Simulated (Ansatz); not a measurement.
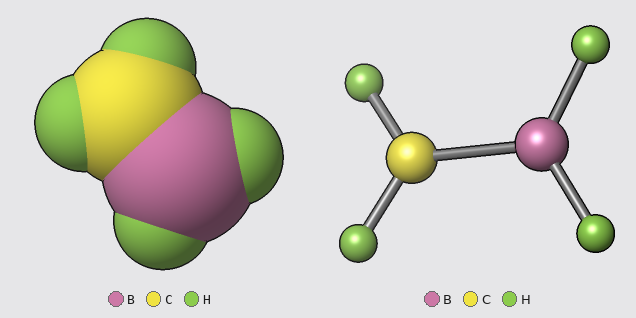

Two views of one molecule.

State: neutral, doublet. Computed geometry: PBE0-D4/def2-TZVP optimisation. No frequency run is at hand to confirm it as a minimum.

Question: What is the molecular formula?

Answer: CH₄B, 6 atoms: 1 carbon, 4 hydrogen and 1 boron.

Question: Name functional groups in it.

Answer: Among them: B–H bond.

The parts below concern this one geometry. Atoms keep their numbers from picture to picture.

**Charges**

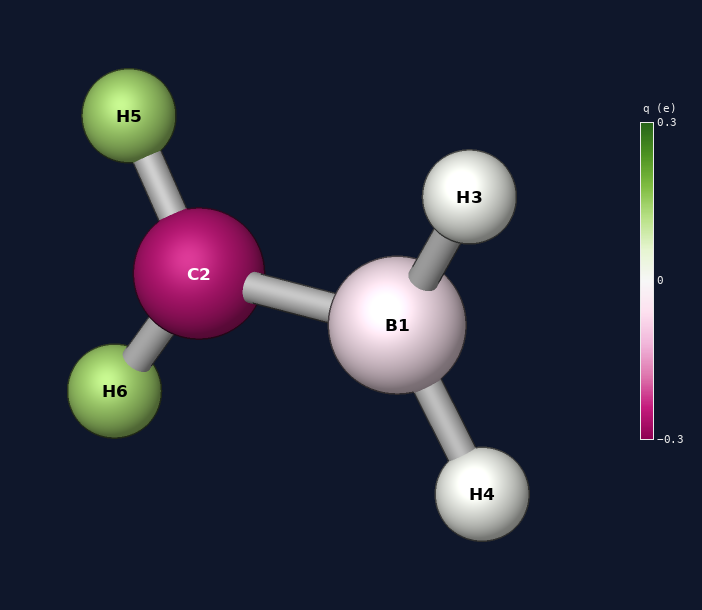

Atoms are coloured by their Mulliken charges. No frequency run is at hand to confirm it as a minimum. Properties computed with UKS PBE0-D4/def2-TZVP (Ansatz 0.2.0).

Give the Mulliken charges atom by atom.

```
atom  value (e)
  B1      −0.05
  C2      −0.25
  H3       0.01
  H4       0.01
  H5       0.14
  H6       0.14
```

**Dipole moment**

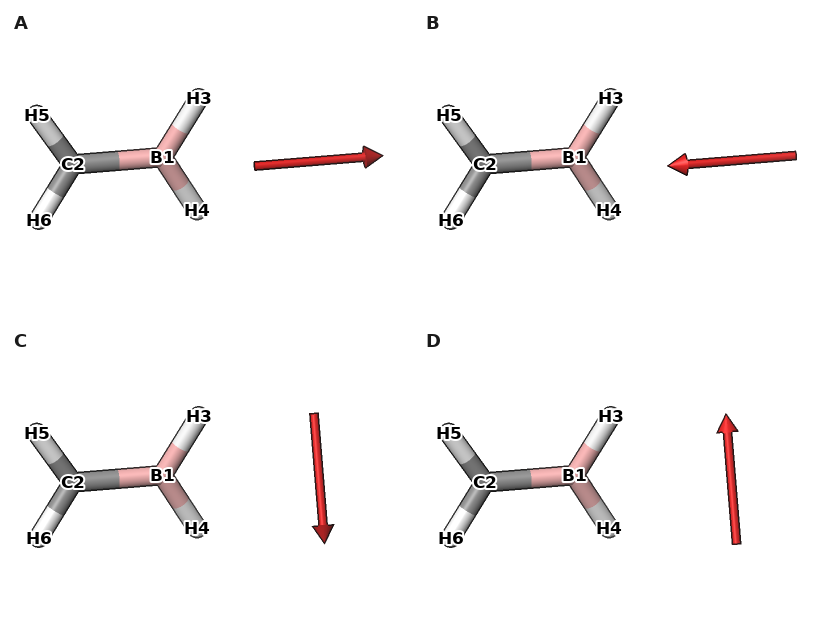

The same molecule four times, each with an arrow. No frequency run is at hand to confirm it as a minimum. Properties computed with UKS PBE0-D4/def2-TZVP (Ansatz 0.2.0).

Question: Which arrow points along the dipole moment, from the negative to the positive end?

Answer: B. The dipole moment is 1.24 D; it points from the side of H3, H4 to the side of H5, H6 (the outermost atoms at the two ends).

**Electronic properties**

No frequency run is at hand to confirm it as a minimum. Properties computed with UHF-CCSD(T), frozen core/def2-TZVPP (Ansatz 0.2.0).

Question: What is the ⟨S²⟩ of the determinant?

Answer: 0.758.

Question: What is the T1 diagnostic?

Answer: 0.012.

Mulliken values depend strongly on the basis set and can even reverse the polarity of a bond.
